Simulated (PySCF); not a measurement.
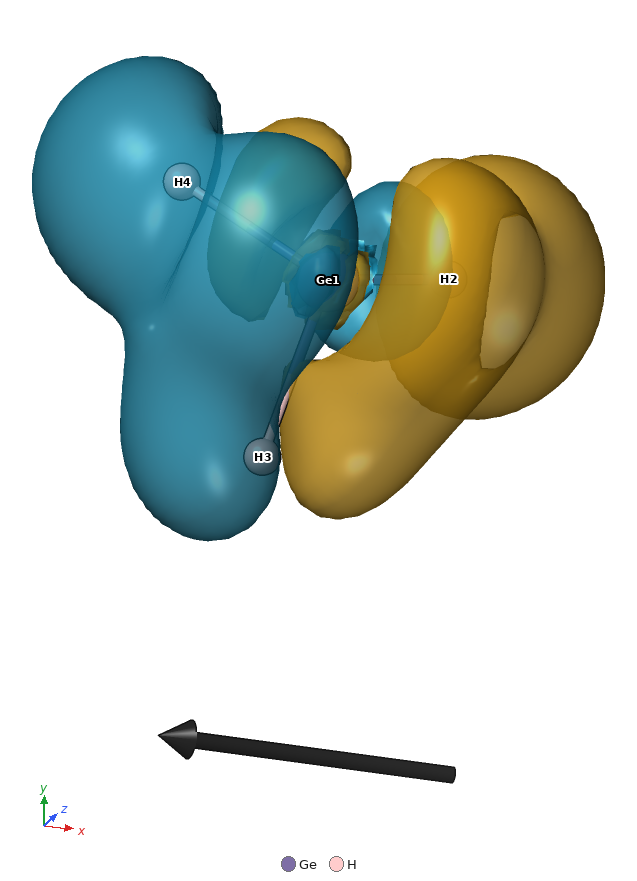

Figure 1: GeH$_{3}$, doublet, SMILES `[GeH3]`. Change of the electron density in a uniform field of 0.10 V/Å along −x (arrow), surfaces at ±0.0005 e/Å³ (yellow: gain, teal: loss).

Method: B3LYP/def2-SVPD; geometry: GFN2-xTB; program: PySCF. No frequency check shows the geometry to be a minimum. The stability of the open-shell solution wasn't checked. GFN2-xTB bond lengths at metals and heavier atoms can be off by up to 0.1 Å and shapes distorted, which carries into these values. GFN2-xTB doesn't know the spin state, so this open-shell geometry is rough.

Input script:

```python
import numpy as np
from pyscf import gto, scf, dft
from pyscf.scf import atom_ks, atom_hf
from scipy.linalg import block_diag

def solve(mol, dm0=None, hcore=None):
    mf = (dft.UKS if mol.spin else dft.RKS)(mol, xc='b3lyp')
    mf.grids.level = 3
    mf = mf.density_fit(auxbasis='def2-universal-jkfit')
    mf.conv_tol, mf.max_cycle = 1e-8, 80
    if hcore is not None:
        mf.get_hcore = lambda *args: hcore
    mf.kernel(dm0)
    if not mf.converged:
        mf = mf.newton().run(mf.mo_coeff, mf.mo_occ, max_cycle=30)
    assert mf.converged, 'SCF not converged'
    return mf

mol = gto.M(atom='''
Ge     0.00000     0.00000     0.05735
H      1.32658     0.40806    -0.61177
H     -0.30990    -1.35290    -0.61173
H     -1.01674     0.94478    -0.61175
''', basis='def2-svpd', charge=0, spin=1, verbose=4)
field = np.array([-0.002, -0.0, -0.0])  # atomic units
mol.set_common_orig(mol.atom_charges() @ mol.atom_coords() / mol.atom_charges().sum())
mf = solve(mol)
out = dict(dm0=mf.make_rdm1(), d0=mf.dip_moment(unit='AU'), e0=mf.e_tot)
for name, sign in (('p', 1), ('m', -1)):
    h = mf.get_hcore() + sign * np.einsum('x,xij->ij', field, mol.intor('int1e_r'))
    mi = solve(mol, mf.make_rdm1(), h)
    out.update({'dm' + name: mi.make_rdm1(), 'd' + name: mi.dip_moment(unit='AU'), 'e' + name: mi.e_tot})
# spherically averaged free atoms, for the promolecule
atm = atom_ks.get_atm_nrks(mol, xc='b3lyp')
pro = block_diag(*[(atm[a[0]][2] * atm[a[0]][3]) @ atm[a[0]][2].T for a in mol._atom])
np.savez('result.npz', pro=pro, **out)
```

Command:

```sh
OMP_NUM_THREADS=1 python input.py
```

The run took 10 s on 1 thread of Intel(R) Xeon(R) Platinum 8259CL CPU @ 2.50GHz (Skylake/Cascade Lake), on a shared host, peak memory 0.26 GiB.

Partitions, critical points and surface values were worked out afterwards from this run's density.

Question: How large is the response?

Answer: The induced dipole is 0.19 D (along the field); α along this axis, from the fields in both directions, is 37 bohr³ (5.5 Å³).

Question: Which atoms gain and lose the most charge?

Answer: Electrons gather most on H2 (Hirshfeld charge changes by −0.006 e) and leave H4 most (+0.005 e); 0.017 electrons are displaced in all.
